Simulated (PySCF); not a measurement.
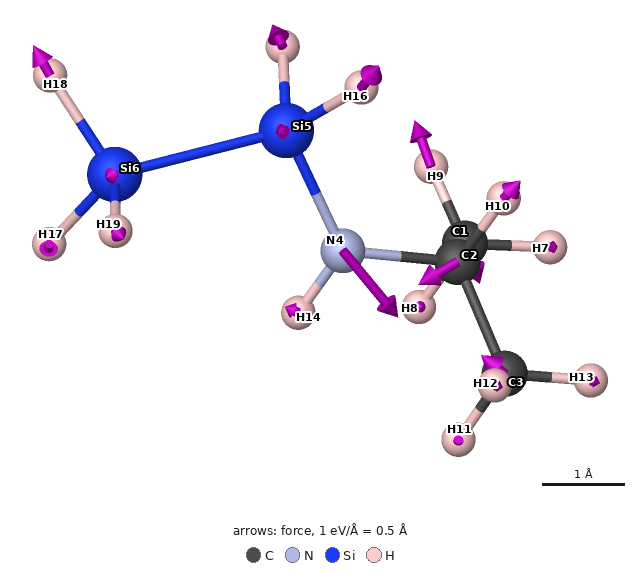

Starting geometry of C₃H₁₃NSi₂ with the computed forces as purple arrows. A ball-and-stick model, seen from a free direction.

The start comes from GFN2-xTB. Its atoms were then displaced at random by about 0.01 Å.

All numbers below come from PySCF 2.14.0, density-fitted response routines, PBE0-D3(BJ)/def2-SVP geometry optimisation, gas phase. 

What follows when this structure is relaxed?

Answer. It isn't relaxed: the largest force vector, on the N atom, is 2.22 eV/Å. The final displacements have little in common with the starting forces (cosine between the two patterns 0.27). An H atom moves most after the best rigid fit: 0.22 Å. By element the largest moves are H 0.22 Å, C 0.10 Å, Si 0.09 Å, N 0.07 Å. Near-neighbour distances that change, for instance: H–Si 1.446 → 1.498 Å, Si–Si 2.302 → 2.345 Å, N–Si 1.693 → 1.734 Å, H–Si 1.470 → 1.507 Å. Bond angles that change, for instance: Si–N–H 122.9° → 117.8°, Si–Si–H 114.7° → 109.8°, C–N–H 108.2° → 113.0°. The energy falls by 0.237 eV in 7 geometry steps.
